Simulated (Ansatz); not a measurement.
# Phonons of Nb-W stack of (111) layers

The plan: relax Nb-W stack of (111) layers, check its phonons, and, if the lattice is stable, compute its Eliashberg function and ρ(T).

Method: DFT PBEsol, scalar-relativistic, plane waves, PAW; PAW set soft_1, in Ansatz 0.2.0.

**1. Set-up**

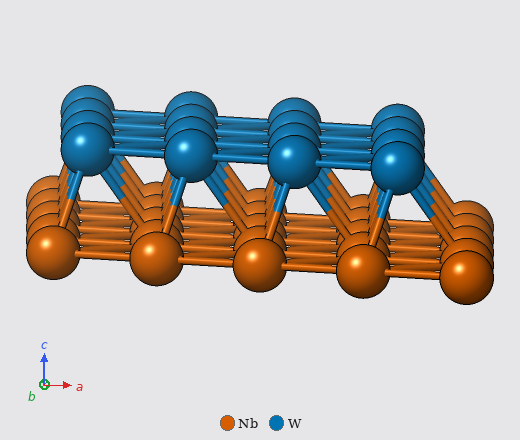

Start, viewed nearly edge on; niobium orange, tungsten blue. 4×4×1 cells are drawn. Some periodic images of atoms are drawn too.

The cell holds 2 atoms: 1 Nb and 1 W. Cell: a = 2.815 Å, b = 2.815 Å, c = 13.299 Å, α = 90.0°, β = 90.0°, γ = 120.0°. Vacuum lies along c.

**2. Rough relaxation**

Large forces or a large pressure at the start call for a first relaxation with loose thresholds.

Contents of input.yaml:

```yaml
crystal:
  lattice:
    - [2.81524, 0.0, 0.0]
    - [-1.40762, 2.43807, 0.0]
    - [0.0, 0.0, 13.29863]
  atoms:
    - { symbol: Nb, position: [0.0, 0.0, 0.41357632] }
    - { symbol: W, position: [0.33333333, 0.66666667, 0.58642368] }
  periodic: [true, true, false]
kpoints:
  mp_grid: { grid: [9, 9, 1] }
hamiltonian:
  xc: pbesol
  pseudopotentials: { kind: paw, azcp: { folder: soft_1 }, xc_functional: pbe }
scf:
  occupations: { method: gaussian, width: 0.1 }
output:
  forces: true
  stress: true
  eigenvalues: true
relax:
  adjacent_minimum: "off"
  f_tol: 0.05
  max_steps: 80
  cell: { stress_2d_tol: 0.02 }
```

Run with:

```sh
$ ansatz run input.yaml --threads 8 --pin off --max-ram 20480MiB --backend cpu --events-out ev --progress --plain --runs-dir out
```

Numbers of over 12 decimals in the logs are rounded to 6 here.

Log:

```text
Warning: crystal.periodic: the lattice vector that does not repeat stood 0.000° off the slab's normal, 13.299 Å along it as the deck builds it. The run solves the slab on a vector along the normal, 28.397 Å long, with every atom where it was (on the deck's vector they left 11.00 Å outside them, and the widest stretch free of ions among them is 2.30 Å). A fractional position that the run reports is one of the run's ce [...]
The last accepted step is kept in <dir> (removed where the run ends without a failure and the disk answers)
crystal.periodic: the lattice vector that does not repeat stood 0.000° off the slab's normal, 13.299 Å along it as the deck builds it. The run solves the slab on a vector along the normal, 28.397 Å long, with every atom where it was (on the deck's vector they left 11.00 Å outside them, and the widest stretch free of ions among them is 2.30 Å). A fractional position that the run reports is one of the run's cell, which [...]
Engine: ansatz 0.2.0, x86_64-unknown-linux-gnu
Pseudopotentials: kind: paw
Pseudopotential: Nb, paw, valence charge 13, recommended cutoff 420 eV (normal), soft_1/Nb.paw.azcp
Pseudopotential: W, paw, valence charge 14, recommended cutoff 420 eV (normal), soft_1/W.paw.azcp
Functional definition: PBEsol
  exchange = pbesol_x
  correlation = pbesol_c
Crystal: 2 atoms, lattice volume = 194.912 Å³
Basis set: ecut = 420 eV, 3875 PW (Γ), exchange–correlation on 40×40×384 points (8 copies of the dense FFT grid, shifted against one another)
Bands: 18, of which v1, the nominal top of the filled ones, is band 14 counted from 1 (13 counted from 0)
Symmetry: 6 space group operations
Space group: P3m1 (ITA 156), of the structure as read, at distance tolerance 5.8e-5 Å
k-points: 12 of 81 (time reversal used)
Non-local potential: Nb, projectors of the file, l = 0: 3, l = 1: 2, l = 2: 2, l = 3: 1
Non-local potential: W, projectors of the file, l = 0: 3, l = 1: 2, l = 2: 2, l = 3: 1
PAW form: soft (Blöchl's): semilocal exchange-correlation on the pseudo side does not see the compensation charge
PAW frozen core: Nb, regenerated for the run's functional, and the local potential with it (the file was generated under x = pbe(κ = 0.804, μ = 0.219515), c = pbe(β = 0.066725))
PAW frozen core: W, regenerated for the run's functional, and the local potential with it (the file was generated under x = pbe(κ = 0.804, μ = 0.219515), c = pbe(β = 0.066725))
PAW one-centre angular grid: Nb, 590 points (default); XC on 64 Gauss nodes
PAW one-centre angular grid: W, 590 points (default); XC on 64 Gauss nodes
Initial density: superposition of atomic densities (neutral atoms: chi_scale 0, normalization atom)
Initial wavefunctions: pseudopotential atomic-orbital guess
Functional: x = pbesol(κ = 0.804, μ = 0.123457), c = pbesol(β = 0.046)
SCF iter   1: F=—  HF=-14751.894775 eV  |F-HF|=—  |Δ(HF+E_count)|=         —  Δρ=3.76e-2  dr2=1.90e1  ethr=3.10e-3  ⟨swp⟩=12.7  Hψ=1924  notcnv=0
preconditioner: auto → LDOS  [insulator: Δε(μ)=0.107 eV  Ē_g=4.824 eV  σ=0.100 eV  W_gap=0.55  n_scr=16 (ndim 8)  ℏωp=8.8 eV  f_vac=0.739  D(μ)=2.17/eV (n_scr^D=12)  ε∞_Penn≈4.3  β→1.0]
SCF iter   2: F=—  HF=-14751.199983 eV  |F-HF|=—  |Δ(HF+E_count)|=   6.95e-1  Δρ=3.15e-2  dr2=1.83e1  ethr=3.10e-3  ⟨swp⟩=5.2  Hψ=808  notcnv=0  defer=2
SCF iter   3: F=—  HF=-14750.037134 eV  |F-HF|=—  |Δ(HF+E_count)|=    1.16e0  Δρ=5.94e-3  dr2=2.08e-1  ethr=3.10e-3  ⟨swp⟩=5.1  Hψ=754  notcnv=0  defer=2
SCF iter   4: F=—  HF=-14750.008396 eV  |F-HF|=—  |Δ(HF+E_count)|=   2.87e-2  Δρ=1.90e-3  dr2=3.84e-2  ethr=7.71e-4  ⟨swp⟩=3.6  Hψ=540  notcnv=0  defer=2
SCF iter   5: F=—  HF=-14750.008081 eV  |F-HF|=—  |Δ(HF+E_count)|=   3.15e-4  Δρ=7.46e-4  dr2=1.32e-2  ethr=1.42e-4  ⟨swp⟩=3.4  Hψ=397  notcnv=0  defer=2
SCF iter   6: F=—  HF=-14750.007474 eV  |F-HF|=—  |Δ(HF+E_count)|=   6.07e-4  Δρ=2.72e-4  dr2=7.14e-4  ethr=4.88e-5  ⟨swp⟩=2.0  Hψ=277  notcnv=0  defer=2
SCF iter   7: F=—  HF=-14750.007523 eV  |F-HF|=—  |Δ(HF+E_count)|=   4.96e-5  Δρ=9.91e-5  dr2=4.42e-5  ethr=2.65e-6  ⟨swp⟩=3.3  Hψ=439  notcnv=0  defer=2
SCF iter   8: F=—  HF=-14750.007646 eV  |F-HF|=—  |Δ(HF+E_count)|=   1.22e-4  Δρ=4.84e-5  dr2=1.48e-5  ethr=1.64e-7  ⟨swp⟩=3.6  Hψ=440  notcnv=0  defer=2
SCF iter   9: F=—  HF=-14750.007644 eV  |F-HF|=—  |Δ(HF+E_count)|=   1.74e-6  Δρ=2.03e-5  dr2=2.61e-6  ethr=5.46e-8  ⟨swp⟩=2.4  Hψ=311  notcnv=0  defer=2
SCF iter  10: F=—  HF=-14750.007644 eV  |F-HF|=—  |Δ(HF+E_count)|=   1.55e-7  Δρ=1.01e-5  dr2=4.81e-7  ethr=9.65e-9  ⟨swp⟩=3.4  Hψ=472  notcnv=0  defer=2
SCF iter  11: F=-14750.007644 eV  HF=-14750.007644 eV  |F-HF|=2.71e-8  |Δ(HF+E_count)|=   3.96e-8  Δρ=2.66e-6  dr2=4.36e-8  ethr=3.70e-10  ⟨swp⟩=14.2  Hψ=1491  notcnv=0
SCF 1 converged in 11 iterations: F = -14750.007644 eV  dr2 = 4.36e-8
  greatest PAW one-centre occupation: 0.999 electrons in one spin orbital (limit 2), on the W atom at site 1 (counted from 0), in its partial waves of l = 0
relax step   1: F+E_penalty+E_count = -14750.00764387 eV  Δ(F+E_penalty+E_count) = +0.000e0 eV  max|allowed force component| = 1.167e0 eV/Å  Δτ_max = 0.0000 Å  P = -8.102 N/m  Ω = 194.912 Å³  fix = [c, alpha, beta]  reactions: c +0.000 N/m  (11 SCF iters, dr2 threshold 1.00e-7 eV, accepted)
Crystal: 2 atoms, lattice volume = 181.157 Å³
Basis set: ecut = 420 eV, 3569 PW (Γ), exchange–correlation on 40×40×384 points (8 copies of the dense FFT grid, shifted against one another)
Initial density: handed on by an earlier stage of this run
Initial wavefunctions: those handed on with the density
SCF iter   1: F=—  HF=-14750.236963 eV  |F-HF|=—  |Δ(HF+E_count)|=         —  Δρ=1.18e-2  dr2=1.26e0  ethr=3.10e-3  ⟨swp⟩=11.4  Hψ=1655  notcnv=0
preconditioner: auto → LDOS  [metal: Δε(μ)=0.053 eV  Ē_g=4.202 eV  σ=0.100 eV  W_gap=0.29  n_scr=16 (ndim 8)  ℏωp=9.2 eV  f_vac=0.729  D(μ)=3.84/eV (n_scr^D=16)  β→1.0]
SCF iter   2: F=—  HF=-14750.085168 eV  |F-HF|=—  |Δ(HF+E_count)|=   1.52e-1  Δρ=7.97e-3  dr2=5.08e-1  ethr=3.10e-3  ⟨swp⟩=4.2  Hψ=588  notcnv=0  defer=6
SCF iter   3: F=—  HF=-14750.059638 eV  |F-HF|=—  |Δ(HF+E_count)|=   2.55e-2  Δρ=2.11e-3  dr2=2.45e-2  ethr=1.88e-3  ⟨swp⟩=3.4  Hψ=443  notcnv=0  defer=5
SCF iter   4: F=—  HF=-14750.058586 eV  |F-HF|=—  |Δ(HF+E_count)|=   1.05e-3  Δρ=9.13e-4  dr2=3.66e-3  ethr=9.07e-5  ⟨swp⟩=4.1  Hψ=491  notcnv=0  defer=5
SCF iter   5: F=—  HF=-14750.058237 eV  |F-HF|=—  |Δ(HF+E_count)|=   3.50e-4  Δρ=2.93e-4  dr2=2.31e-4  ethr=1.35e-5  ⟨swp⟩=3.2  Hψ=376  notcnv=0  defer=5
SCF iter   6: F=—  HF=-14750.058290 eV  |F-HF|=—  |Δ(HF+E_count)|=   5.34e-5  Δρ=1.20e-4  dr2=2.86e-5  ethr=8.56e-7  ⟨swp⟩=2.9  Hψ=377  notcnv=0  defer=5
[...]
Basis set: ecut = 420 eV, 3593 PW (Γ), exchange–correlation on 40×40×384 points (8 copies of the dense FFT grid, shifted against one another)
iter 1 solved again at ethr=1.22e-3 eV; its pass at ethr=3.10e-3 eV (dr2=3.30e-1 eV) is discarded
SCF iter   1: F=—  HF=-14750.275082 eV  |F-HF|=—  |Δ(HF+E_count)|=         —  Δρ=6.04e-3  dr2=3.42e-1  ethr=1.22e-3  ⟨swp⟩=1.8  Hψ=1717  notcnv=0
preconditioner: auto → LDOS  [metal: Δε(μ)=0.020 eV  Ē_g=4.421 eV  σ=0.100 eV  W_gap=0.11  n_scr=16 (ndim 8)  ℏωp=9.1 eV  f_vac=0.740  D(μ)=2.30/eV (n_scr^D=12)  β→1.0]
SCF iter   2: F=—  HF=-14750.269696 eV  |F-HF|=—  |Δ(HF+E_count)|=   5.39e-3  Δρ=5.36e-3  dr2=2.70e-1  ethr=1.22e-3  ⟨swp⟩=4.3  Hψ=554  notcnv=0
SCF iter   3: F=—  HF=-14750.231181 eV  |F-HF|=—  |Δ(HF+E_count)|=   3.85e-2  Δρ=1.00e-3  dr2=1.45e-3  ethr=1.00e-3  ⟨swp⟩=3.0  Hψ=488  notcnv=0  defer=2
SCF iter   4: F=—  HF=-14750.230738 eV  |F-HF|=—  |Δ(HF+E_count)|=   4.43e-4  Δρ=2.96e-4  dr2=3.59e-4  ethr=5.36e-6  ⟨swp⟩=4.7  Hψ=558  notcnv=0  defer=2
SCF iter   5: F=—  HF=-14750.230756 eV  |F-HF|=—  |Δ(HF+E_count)|=   1.82e-5  Δρ=1.05e-4  dr2=3.12e-5  ethr=1.33e-6  ⟨swp⟩=3.5  Hψ=425  notcnv=0  defer=2
SCF iter   6: F=—  HF=-14750.230854 eV  |F-HF|=—  |Δ(HF+E_count)|=   9.81e-5  Δρ=2.82e-5  dr2=6.92e-6  ethr=1.15e-7  ⟨swp⟩=3.2  Hψ=440  notcnv=0  defer=2
SCF iter   7: F=—  HF=-14750.230856 eV  |F-HF|=—  |Δ(HF+E_count)|=   1.39e-6  Δρ=1.31e-5  dr2=1.10e-6  ethr=2.56e-8  ⟨swp⟩=2.8  Hψ=323  notcnv=0  defer=2
SCF iter   8: F=-14750.230856 eV  HF=-14750.230856 eV  |F-HF|=5.80e-8  |Δ(HF+E_count)|=   6.24e-8  Δρ=4.22e-6  dr2=1.07e-7  ethr=7.41e-10  ⟨swp⟩=17.0  Hψ=1561  notcnv=0
SCF 3 converged in 8 iterations: F = -14750.230856 eV  dr2 = 1.07e-7
relax step   3: F+E_penalty+E_count = -14750.23085576 eV  Δ(F+E_penalty+E_count) = -1.725e-1 eV  max|allowed force component| = 2.830e-1 eV/Å  Δτ_max = 0.0966 Å  P = -0.129 N/m  Ω = 181.810 Å³  energy of the carried Pulay correction = +5.440e-4 eV  fix = [c, alpha, beta]  reactions: c -0.000 N/m  (8 SCF iters, dr2 threshold 2.00e-7 eV, accepted)
[...]
relax step   4: F+E_penalty+E_count = -14750.23468882 eV  Δ(F+E_penalty+E_count) = -3.833e-3 eV  max|allowed force component| = 1.402e-1 eV/Å  Δτ_max = 0.0254 Å  P = +0.066 N/m  Ω = 182.254 Å³  energy of the carried Pulay correction = +5.250e-4 eV  fix = [c, alpha, beta]  reactions: c +0.000 N/m  (7 SCF iters, dr2 threshold 2.00e-7 eV, accepted)
[...]
relax step   5: F+E_penalty+E_count = -14750.23579899 eV  Δ(F+E_penalty+E_count) = -1.110e-3 eV  max|allowed force component| = 2.124e-3 eV/Å  Δτ_max = 0.0079 Å  P = +0.021 N/m  Ω = 182.091 Å³  energy of the carried Pulay correction = +5.320e-4 eV  fix = [c, alpha, beta]  reactions: c +0.000 N/m  (6 SCF iters, dr2 threshold 2.00e-7 eV, accepted)
[...]
relax step   6: F+E_penalty+E_count = -14750.23579899 eV  Δ(F+E_penalty+E_count) = +6.621e-9 eV  max|allowed force component| = 1.310e-5 eV/Å  Δτ_max = 0.0001 Å  P = +0.005 N/m  Ω = 182.106 Å³  energy of the carried Pulay correction = +5.313e-4 eV  fix = [c, alpha, beta]  reactions: c +0.000 N/m  (5 SCF iters, dr2 threshold 7.57e-10 eV, accepted)
Initial wavefunctions: pseudopotential atomic-orbital guess (no wavefunctions were taken with the density)
iter 1 solved again at ethr=8.44e-7 eV; its pass at ethr=3.10e-3 eV (dr2=2.28e-4 eV) is discarded
SCF iter   1: F=—  HF=-14750.235321 eV  |F-HF|=—  |Δ(HF+E_count)|=         —  Δρ=4.50e-5  dr2=4.90e-7  ethr=8.44e-7  ⟨swp⟩=6.2  Hψ=2740  notcnv=0
eigensolver tolerance schedule: the retry pair's looser diagonalisation over-reported the residual by 464.32 of it (diagonalisation noise at 0.14 of the residual, at the tolerance the schedule requests for it); recorded, not acted on — ethr = c·dr2/N_el stays at c = 1.0e-1
SCF iter   2: F=—  HF=-14750.235315 eV  |F-HF|=—  |Δ(HF+E_count)|=   5.44e-6  Δρ=4.63e-6  dr2=3.84e-8  ethr=1.81e-9  ⟨swp⟩=4.7  Hψ=627  notcnv=0
SCF iter   3: F=—  HF=-14750.235315 eV  |F-HF|=—  |Δ(HF+E_count)|=   1.04e-8  Δρ=1.71e-6  dr2=1.37e-8  ethr=1.42e-10  ⟨swp⟩=3.5  Hψ=477  notcnv=0
SCF iter   4: F=—  HF=-14750.235315 eV  |F-HF|=—  |Δ(HF+E_count)|=   6.73e-9  Δρ=4.61e-7  dr2=3.76e-10  ethr=5.06e-11  ⟨swp⟩=4.1  Hψ=472  notcnv=0
SCF iter   5: F=—  HF=-14750.235315 eV  |F-HF|=—  |Δ(HF+E_count)|=  2.78e-10  Δρ=7.75e-8  dr2=4.74e-11  ethr=1.39e-12  ⟨swp⟩=3.5  Hψ=504  notcnv=0
SCF iter   6: F=—  HF=-14750.235315 eV  |F-HF|=—  |Δ(HF+E_count)|=  2.95e-10  Δρ=3.03e-8  dr2=6.14e-12  ethr=1.00e-12  ⟨swp⟩=1.7  Hψ=254  notcnv=0
SCF iter   7: F=-14750.235315 eV  HF=-14750.235315 eV  |F-HF|=1.64e-11  |Δ(HF+E_count)|=  7.64e-11  Δρ=8.85e-9  dr2=1.20e-12  ethr=1.00e-12  ⟨swp⟩=14.9  Hψ=1640  notcnv=0
SCF 7 converged in 7 iterations: F = -14750.235315 eV  dr2 = 1.20e-12
relax step   7: F+E_penalty+E_count = -14750.23531539 eV  Δ(F+E_penalty+E_count) = +4.836e-4 eV  max|allowed force component| = 7.106e-5 eV/Å  Δτ_max = 0.0000 Å  P = +0.002 N/m  Ω = 182.106 Å³  fix = [c, alpha, beta]  reactions: c +0.000 N/m  stress off target by 1.55e-3 N/m on what of the cell is left free  SCF on the basis re-selected at this cell (its energy is not comparable with the rows above)  (7 SCF iters)
basis re-selected at this cell: Δ(F+E_penalty+E_count) = +4.836e-4 eV, ΔP = -0.003 N/m vs the last step (what re-selecting the basis moved, of the pressure what is left beyond the Pulay correction that the steps carried, after the strain that the cell walked since its last selection, with what the two solves' SCF thresholds leave and, on support functions, any second-order correction that the steps lacked; it is no m [...]
SCF converged after 7 iterations
Free energy (F): -14750.235315 eV
Harris-Foulkes:  -14750.235315 eV  (|F-HF|=1.64e-11)
Internal energy: -14750.222304 eV  (E = F + TS)
E sigma→0 (E₀):  -14750.228810 eV
Entropy (-TS):   -0.013011 eV (-6.506 meV/atom)
Fermi energy:    -5.128010 eV
--- Per-component energies (eV) ---
  E_band       = -829.959900
  E_kinetic    = 795.709098
  E_local      = -58659.228345  (includes V_loc(G=0)·N_el)
  E_nonlocal   = 76.148119
  E_hartree    = 28835.594402
  E_xc         = -428.960112
  E_vxc        = -429.125282  (∫ρ·V_xc dr)
  E_paw        = -11478.402438  (= ΣΔE_a)
  E_vpaw       = -284.652639  (= ΣTr[D̂ρ^β])
  E_aug_tail   = 0.000192  (compensation charges beyond the density's cutoff)
  E_ewald      = 26108.506211
  E_core_change = 0.410567  (= ΣΔE_core)
  E_smearing   = -0.013011  (= −TS)
  E_closure    = 0.000000  (closes the sum)
  Σ components = -14750.235315   (vs F -14750.235315, Δ=0.00e0)
--- Forces (eV/Å), atoms counted from 1 ---
  atom   1  Nb    -0.00000000     0.00000000    -0.00007115
  atom   2  W      0.00000000    -0.00000000     0.00007096
  max |Σ_I F_I| component: 1.86e-7 eV/Å
--- 2D stress c σ (N/m, compression-positive) ---
        0.001546       0.000000       0.000000
        0.000000       0.001546      -0.000000
        0.000000      -0.000000       0.000000
  P = ½ c Tr σ = 0.0015 N/m
--- Band table (eV; the first three rows and the last of 12) ---
  k-point 0: bands = [... 10 lower, -6.9049, -5.9185, -5.2427, -5.2427, -4.7015, -4.7015, -4.6556, -1.8539]
  k-point 1: bands = [... 10 lower, -6.7243, -6.0964, -5.7532, -5.1131, -4.9292, -4.7405, -4.2237, -2.2253]
  k-point 2: bands = [... 10 lower, -7.1488, -6.3897, -6.2566, -5.5642, -4.6774, -3.4653, -3.0728, -2.4583]
  k-point 11: bands = [... 10 lower, -7.2112, -6.0260, -6.0109, -5.3556, -5.3041, -3.5682, -2.0932, -1.7028]
--- Relaxed structure (6 steps of the walk, 6 accepted, 1 SCFs on fresh bases) ---
  F+E_penalty+E_count = -14750.23531539 eV   max|allowed force component| = 7.106e-5 eV/Å   (the final SCF, on the basis selected at the relaxed cell)
  cell:  # Å, volume = 182.1057 Å³
    - [2.721186, -6.96141649335536e-18, 0]
    - [-1.360593, 2.356616, 0]
    - [0, 0, 28.397266]
  atoms:
    - { symbol: Nb, position: [-1.850371700815423e-17, -9.251858607474695e-18, 0.190766] }
    - { symbol: W, position: [0.333333, 0.666667, 0.277540] }
```

Wall time 4.5 s (8 threads of INTEL XEON PLATINUM 8581C at 2.30GHz (Emerald Rapids), shared host); peak memory 0.64 GiB; 28 s of CPU time.

The steps of the relaxation:

```csv
step,energy less that of the first step (eV),largest force component (eV/Å),volume (Å³)
1,0.0000,1.1670,194.91
2,-0.0508,1.3800,181.16
3,-0.2232,0.2830,181.81
4,-0.2270,0.1402,182.25
5,-0.2282,0.0021,182.09
6,-0.2282,0.0000,182.11
7*,-0.2277,0.0001,182.11
```

Relaxation steps marked * repeat the geometry before them on a plane-wave basis chosen anew for their cell, so energy and pressure can jump there.

The run keeps the 6 symmetry operations that it works with, so distortions that break them were not tested.

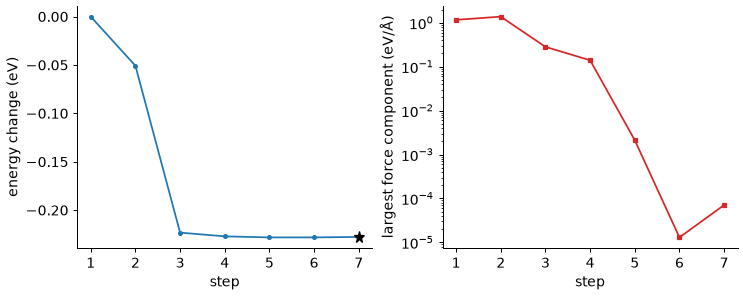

Energy and largest force along the relaxation. Stars mark steps on a basis chosen anew.

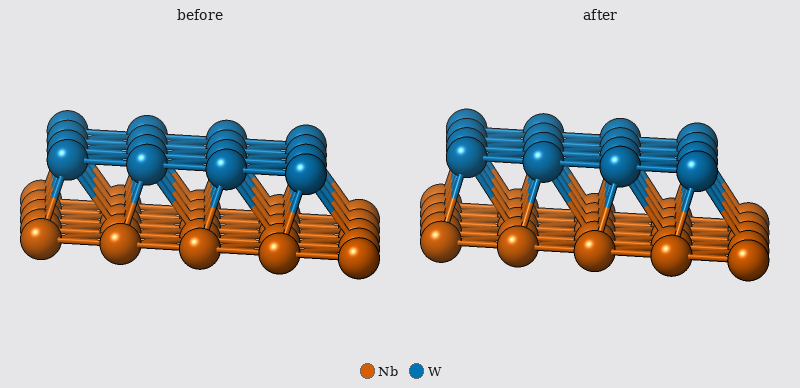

Before and after, at one scale.

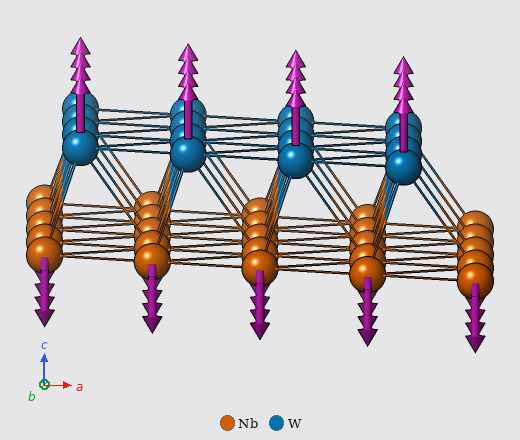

Displacements in the relaxation, exaggerated, measured against the changing cell; the longest in the cell stands for 0.08 Å. 4×4×1 cells are drawn. Some periodic images of atoms are drawn too.

```csv
cell as run,before,after,change
a (Å),2.815,2.721,-3.3 %
b (Å),2.815,2.721,-3.3 %
```

The atoms that moved most (Å, along periodic axes as changes of fractional coordinates times the final cell, across vacuum about the mean position):

```csv
atom,dx,dy,dz,length
Nb1,0.000,0.000,-0.083,0.083
W2,0.000,0.000,0.083,0.083
```

The relaxed structure:

```xyz
2
Lattice="2.7212 0.0000 0.0000 -1.3606 2.3566 0.0000 0.0000 0.0000 28.3973" Properties=species:S:1:pos:R:3
Nb    0.0000    0.0000    5.4172
W     0.0000    1.5711    7.8814
```

This step gave:

```yaml
metallic_on_mesh: yes
gap_on_the_k_mesh: 0 eV
```

The relaxation ends with a largest force component of 7.1e-5 eV/Å.

[end of part 1 of 3]

[Logs are printed without paths, hosts, clocks, repeated set-up lines and the standing remarks that a program may print on its own settings, such as how far it seeks lower states.]

[Hosts, paths, dates, database ids (printed as entryN), source tags and the programs' standing remarks are cut or masked in the printed files.]
